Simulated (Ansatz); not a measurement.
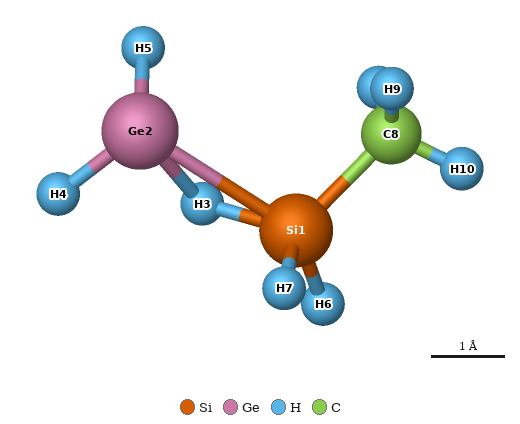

Figure 1. The input geometry (ball-and-stick view, seen on its broad side; atoms are numbered from 1 in the order of the input). Sticks mark near contacts.

**Run report: CH$_{8}$GeSi, geometry relaxation (part 1 of 2)**

- system: CH$_{8}$GeSi
- method: RKS PBE0-D4/def2-TZVP (Ansatz 0.2.0)

The geometry is a transition state displaced along its imaginary mode. The reaction was set up to form Si1–H3 and to break Si1–Ge2 and Ge2–H3 (atoms counted from 1 in the order of the input); sticks are drawn by distance alone. Figures and captions count atoms from 1; the log counts them from 0 in places.

Input file
```yaml
crystal:
  periodic: [false, false, false]
  atoms:
    - {symbol: Si, position_ang: [-0.217451, 0.433359, 0.706619]}
    - {symbol: Ge, position_ang: [1.304277, 0.892014, -1.358753]}
    - {symbol: H, position_ang: [-0.345078, 1.080644, -0.649773]}
    - {symbol: H, position_ang: [0.953703, 2.315882, -1.757197]}
    - {symbol: H, position_ang: [0.480932, 0.079184, -2.543644]}
    - {symbol: H, position_ang: [-1.557442, 0.958045, 1.173028]}
    - {symbol: H, position_ang: [0.794029, 1.077614, 1.614113]}
    - {symbol: C, position_ang: [-0.316896, -1.428785, 0.708822]}
    - {symbol: H, position_ang: [0.653413, -1.925000, 0.670184]}
    - {symbol: H, position_ang: [-0.850268, -1.743487, 1.602154]}
    - {symbol: H, position_ang: [-0.899218, -1.739370, -0.165652]}
basis:
  gaussian: {orbitals: def2-TZVP}
hamiltonian: {xc: pbe0, dispersion: d4}
relax: {f_tol: 0.005, max_steps: 200}
```

Machine: 4 threads of Arm Neoverse V1, 23 GiB of memory available, shared host.

Command:
```bash
ansatz run in.yaml --threads 4 --pin off --events-out ev --progress --plain --max-ram 9574MiB
```

Log
```
Functional definition: PBE0
  name "PBE0"
  cite "Adamo & Barone, J. Chem. Phys. 110, 6158 (1999) doi:10.1063/1.478522"
  cite "Perdew, Burke & Ernzerhof, Phys. Rev. Lett. 77, 3865 (1996) doi:10.1103/PhysRevLett.77.3865"
  parent pbe
  parameter a = 0.25
  parameter kappa = 0.804
  parameter beta = 0.06672455060314922
  exchange = (1 - a)*pbe_x(kappa = kappa, mu = beta*pi^2/3) + a*exact_x
  correlation = pbe_c(beta = beta)
1201 factors; their error is unknown
mean field evaluation 1: about -65545.2859 eV, gradient 4.8e1 eV
mean field evaluation 2: about -65543.4245 eV, gradient 5.2e1 eV
mean field evaluation 4: about -65550.2531 eV, gradient 1.3e0 eV
mean field evaluation 8: about -65550.5569 eV, gradient 4.0e-2 eV
mean field -65550.55687763 eV, -2408.9385334896 hartree, gradient 6.9e-5 eV, S^2 0.000000; 0 other end points of the search recorded, 0 dependent functions left out
the calculation of the forces begins
reference -65550.55691015 eV, -2408.9385346847 hartree; 30, 30 occupied and 134, 134 virtual orbitals, 1201 factors
relax step   1: F+E_penalty+E_count = -65550.74068082 eV  Δ(F+E_penalty+E_count) = +0.000e0 eV  max|allowed force component| = 1.607e0 eV/Å  Δτ_max = 0.0000 Å  (26 SCF iters, accepted)
these checks for a lower state are left out or cut short: starts, cluster_reference, orbital_swaps, neighbouring_geometries, increment
1201 factors; their error is unknown
mean field evaluation 16: about -65550.3268 eV, gradient 5.2e0 eV
mean field -65550.69123771 eV, -2408.9434711314 hartree, gradient 1.2e-5 eV, S^2 0.000000; 0 other end points of the search recorded, 0 dependent functions left out
[... from here on the field's lines of each further geometry are left out, up to the last ...]
relax step   2: F+E_penalty+E_count = -65550.87678668 eV  Δ(F+E_penalty+E_count) = -1.361e-1 eV  max|allowed force component| = 4.286e-1 eV/Å  Δτ_max = 0.1106 Å  (28 SCF iters, accepted)
relax step   3: F+E_penalty+E_count = -65550.89745382 eV  Δ(F+E_penalty+E_count) = -2.067e-2 eV  max|allowed force component| = 1.034e-1 eV/Å  Δτ_max = 0.0714 Å  (28 SCF iters, accepted)
relax step   4: F+E_penalty+E_count = -65550.87686068 eV  Δ(F+E_penalty+E_count) = +2.059e-2 eV  max|allowed force component| = 6.313e-1 eV/Å  Δτ_max = 0.1071 Å  (28 SCF iters, rejected (line search))
relax step   5: F+E_penalty+E_count = -65550.90371798 eV  Δ(F+E_penalty+E_count) = -6.264e-3 eV  max|allowed force component| = 9.615e-2 eV/Å  Δτ_max = 0.0520 Å  (28 SCF iters, accepted)
relax step   6: F+E_penalty+E_count = -65550.90559567 eV  Δ(F+E_penalty+E_count) = -1.878e-3 eV  max|allowed force component| = 5.483e-2 eV/Å  Δτ_max = 0.0357 Å  (28 SCF iters, accepted)
relax step   7: F+E_penalty+E_count = -65550.90744408 eV  Δ(F+E_penalty+E_count) = -1.848e-3 eV  max|allowed force component| = 3.906e-2 eV/Å  Δτ_max = 0.0817 Å  (29 SCF iters, accepted)
relax step   8: F+E_penalty+E_count = -65550.90825220 eV  Δ(F+E_penalty+E_count) = -8.081e-4 eV  max|allowed force component| = 2.810e-2 eV/Å  Δτ_max = 0.0410 Å  (29 SCF iters, accepted)
relax step   9: F+E_penalty+E_count = -65550.90869416 eV  Δ(F+E_penalty+E_count) = -4.420e-4 eV  max|allowed force component| = 2.244e-2 eV/Å  Δτ_max = 0.0229 Å  (28 SCF iters, accepted)
relax step  10: F+E_penalty+E_count = -65550.90898129 eV  Δ(F+E_penalty+E_count) = -2.871e-4 eV  max|allowed force component| = 2.394e-2 eV/Å  Δτ_max = 0.0295 Å  (28 SCF iters, accepted)
relax step  11: F+E_penalty+E_count = -65550.90906644 eV  Δ(F+E_penalty+E_count) = -8.516e-5 eV  max|allowed force component| = 2.715e-2 eV/Å  Δτ_max = 0.0305 Å  (28 SCF iters, accepted)
relax step  12: F+E_penalty+E_count = -65550.90915445 eV  Δ(F+E_penalty+E_count) = -8.801e-5 eV  max|allowed force component| = 1.374e-2 eV/Å  Δτ_max = 0.0031 Å  (22 SCF iters, accepted)
relax step  13: F+E_penalty+E_count = -65550.90918221 eV  Δ(F+E_penalty+E_count) = -2.775e-5 eV  max|allowed force component| = 4.206e-3 eV/Å  Δτ_max = 0.0041 Å  (23 SCF iters, accepted)
relax step  14: F+E_penalty+E_count = -65550.90919559 eV  Δ(F+E_penalty+E_count) = -1.338e-5 eV  max|allowed force component| = 5.096e-3 eV/Å  Δτ_max = 0.0053 Å  (23 SCF iters, accepted)
relax step  15: F+E_penalty+E_count = -65550.90920315 eV  Δ(F+E_penalty+E_count) = -7.558e-6 eV  max|allowed force component| = 6.978e-3 eV/Å  Δτ_max = 0.0059 Å  (29 SCF iters, accepted)
the calculation of the forces begins
reference -65550.72377087 eV, -2408.9446667030 hartree; 30, 30 occupied and 134, 134 virtual orbitals, 1201 factors
relax step  16: F+E_penalty+E_count = -65550.90920908 eV  Δ(F+E_penalty+E_count) = -5.926e-6 eV  max|allowed force component| = 4.443e-3 eV/Å  Δτ_max = 0.0028 Å  (21 SCF iters, accepted)
1201 factors; their error is unknown
mean field evaluation 128: about -65550.7237 eV, gradient 3.3e-2 eV
```

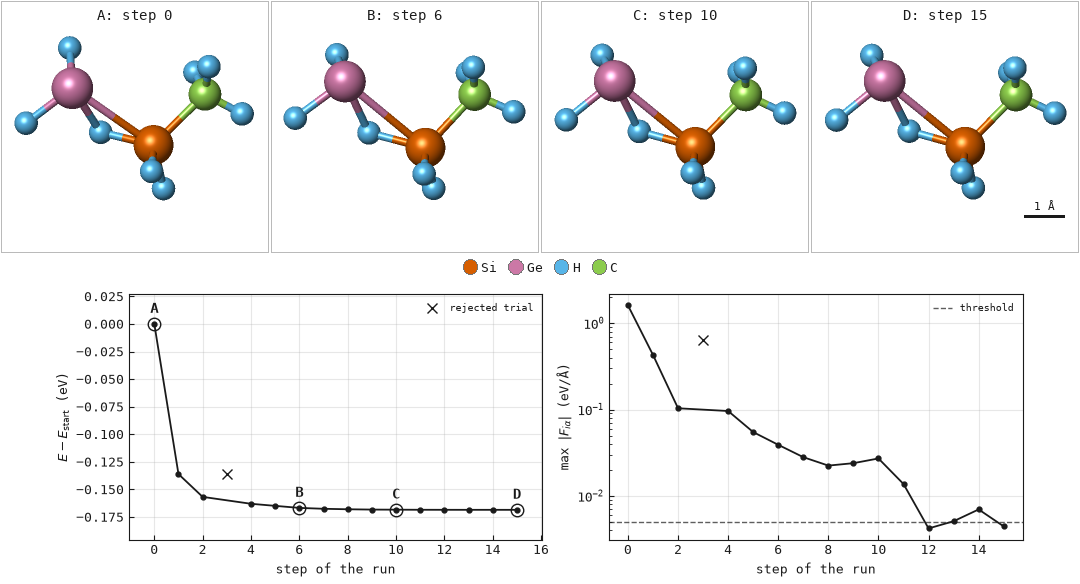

Figure 2. Frames of the relaxation (ball-and-stick view, seen at a tilt) above the curves, on which the letters mark them (the first geometry is step 0 here and step 1 in the log).

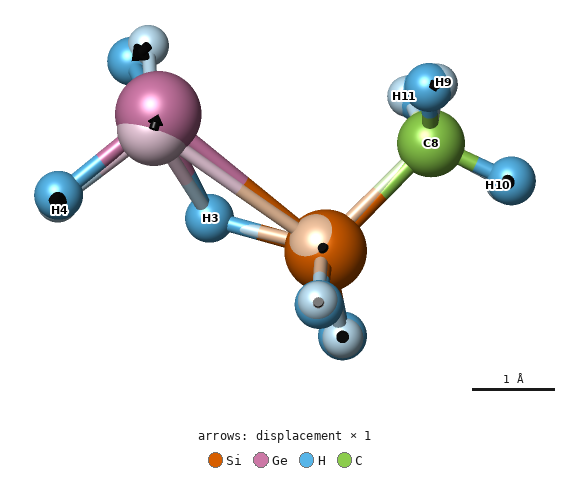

Figure 3. Start (faint) and end (solid) with the displacements as black arrows, at true length (ball-and-stick view, seen at a tilt). The two geometries are laid on each other by the best rigid fit. Over 15 geometry steps the energy falls by 0.169 eV. Largest force component: 1.6 eV/Å at the start, 0.0044 eV/Å at the end. The line search rejected the trial step at point 3 (counted from 0) and went back. H5 moves most after the best rigid fit: 0.32 Å. By element the largest moves are H 0.32 Å, Ge 0.20 Å, Si 0.10 Å, C 0.04 Å. Among the contacts that change: Si1–Ge2 2.606 → 2.738 Å, Ge2–H5 1.656 → 1.584 Å, Ge2–H4 1.520 → 1.581 Å, Si1–H3 1.508 → 1.569 Å. Among the angles that change: Ge2–Si1–C8 102.0° → 96.3°, H3–Ge2–H5 83.0° → 78.2°, H4–Ge2–H5 99.1° → 94.7°. (Atoms are counted from 1 in the order of the input.)

```
mean field -65550.72373829 eV, -2408.9446655059 hartree, gradient 1.9e-5 eV, S^2 0.000000; 1 other end points of the search recorded, 0 dependent functions left out
the calculation of the forces begins
reference -65550.72377087 eV, -2408.9446667030 hartree; 30, 30 occupied and 134, 134 virtual orbitals, 1201 factors
Total energy: -65550.90924165 eV, -2408.9514826285 hartree
Atom 0 at    -0.308443     0.428043     0.735443 Å, force    -0.001502     0.000190    -0.000540 eV/Å
Atom 1 at     1.308141     0.716810    -1.454880 Å, force     0.003149    -0.002749     0.001937 eV/Å
Atom 2 at    -0.328169     1.083735    -0.689766 Å, force     0.000542    -0.000490     0.000526 eV/Å
Atom 3 at     1.215187     2.276848    -1.696859 Å, force    -0.000431     0.003601    -0.000464 eV/Å
Atom 4 at     0.310598     0.344295    -2.627598 Å, force    -0.002118    -0.000614    -0.001846 eV/Å
Atom 5 at    -1.658577     0.934033     1.116701 Å, force    -0.000654     0.000018     0.000388 eV/Å
Atom 6 at     0.697378     1.082413     1.601101 Å, force     0.000644     0.000410     0.000562 eV/Å
Atom 7 at    -0.302340    -1.431921     0.750575 Å, force     0.002500     0.000163    -0.004443 eV/Å
Atom 8 at     0.708305    -1.824386     0.638720 Å, force     0.000137    -0.000326     0.000365 eV/Å
Atom 9 at    -0.725121    -1.791941     1.692207 Å, force    -0.001524    -0.000121     0.002348 eV/Å
Atom 10 at    -0.916960    -1.817830    -0.065742 Å, force    -0.000743    -0.000083     0.001168 eV/Å
Dipole moment:    -0.183433    -0.255722     0.322970 e Å
```

Trajectory as extended XYZ (Å, eV, eV/Å), 16 frames, from step=1 to step=16
```
11
Properties=species:S:1:pos:R:3:forces:R:3 step=1 energy=-65550.74068
Si   -0.2175    0.4334    0.7066   -0.0672  -0.1273   1.6067
Ge    1.3043    0.8920   -1.3588    0.1804  -1.4376  -0.5533
H    -0.3451    1.0806   -0.6498   -0.2002   0.3571  -0.8499
H     0.9537    2.3159   -1.7572   -0.2345   0.8300  -0.3419
H     0.4809    0.0792   -2.5436    0.3248   0.5951   0.6166
H    -1.5574    0.9580    1.1730    0.2051  -0.0995  -0.1609
H     0.7940    1.0776    1.6141   -0.2732  -0.2028  -0.2127
C    -0.3169   -1.4288    0.7088    0.1014   0.1243  -0.3362
H     0.6534   -1.9250    0.6702   -0.0002   0.0815  -0.0043
H    -0.8503   -1.7435    1.6022   -0.0721  -0.0803   0.1447
H    -0.8992   -1.7394   -0.1657    0.0356  -0.0404   0.0911
11
Properties=species:S:1:pos:R:3:forces:R:3 step=2 energy=-65550.87679
Si   -0.2414    0.4410    0.7560   -0.2132  -0.0660   0.4286
Ge    1.3377    0.8215   -1.3748    0.0192  -0.2127  -0.1876
H    -0.3347    1.0725   -0.6594    0.0396   0.1432  -0.2371
H     0.9925    2.2738   -1.8413    0.0431   0.2908   0.0270
H     0.4411    0.1788   -2.5167    0.0094  -0.0816   0.0869
H    -1.5897    0.9587    1.1661    0.1098  -0.0474  -0.0453
H     0.7523    1.0626    1.6702   -0.0576  -0.0618  -0.1051
C    -0.3110   -1.4200    0.7083    0.0135   0.0529  -0.0539
H     0.6738   -1.8834    0.6400   -0.0104   0.0428   0.0130
H    -0.8182   -1.7725    1.6087    0.0192  -0.0613   0.0285
H    -0.9025   -1.7330   -0.1572    0.0275   0.0011   0.0450
11
Properties=species:S:1:pos:R:3:forces:R:3 step=3 energy=-65550.89745
Si   -0.2759    0.4452    0.7666   -0.0499  -0.0410  -0.0554
Ge    1.3440    0.8032   -1.3983    0.0200   0.0709   0.0772
H    -0.3283    1.0883   -0.6720    0.0542   0.0116   0.0640
H     1.0553    2.3044   -1.8264    0.0107  -0.1035   0.0004
H     0.4196    0.1442   -2.4940   -0.0662   0.0176  -0.0922
H    -1.6189    0.9593    1.1680    0.0149  -0.0091  -0.0205
H     0.7292    1.0547    1.6630    0.0086   0.0198   0.0058
C    -0.3115   -1.4157    0.7075   -0.0285  -0.0084   0.0414
H     0.6843   -1.8477    0.5928   -0.0434   0.0469   0.0133
H    -0.7678   -1.7977    1.6272    0.0549   0.0052  -0.0627
H    -0.9301   -1.7381   -0.1345    0.0247  -0.0100   0.0288
11
Properties=species:S:1:pos:R:3:forces:R:3 step=4 energy=-65550.87686 accepted=F
Si   -0.3053    0.4376    0.7759    0.0580  -0.0280  -0.0329
Ge    1.3061    0.7864   -1.4171    0.6313  -0.2577  -0.0455
H    -0.2385    1.1343   -0.6362   -0.4749   0.0962   0.1735
H     1.1417    2.2849   -1.8694   -0.0978   0.0920   0.0634
H     0.3516    0.1967   -2.5209   -0.1466  -0.0312  -0.0616
H    -1.6590    0.9564    1.1236   -0.0092  -0.0198  -0.0351
H     0.6728    1.0456    1.7018    0.0240   0.0126   0.0001
C    -0.3106   -1.4258    0.7205    0.0426   0.1088  -0.1111
H     0.6965   -1.8153    0.5702    0.0021   0.0026   0.0249
H    -0.7161   -1.8258    1.6525   -0.0090   0.0277   0.0320
H    -0.9392   -1.7749   -0.1011   -0.0206  -0.0032  -0.0077
```
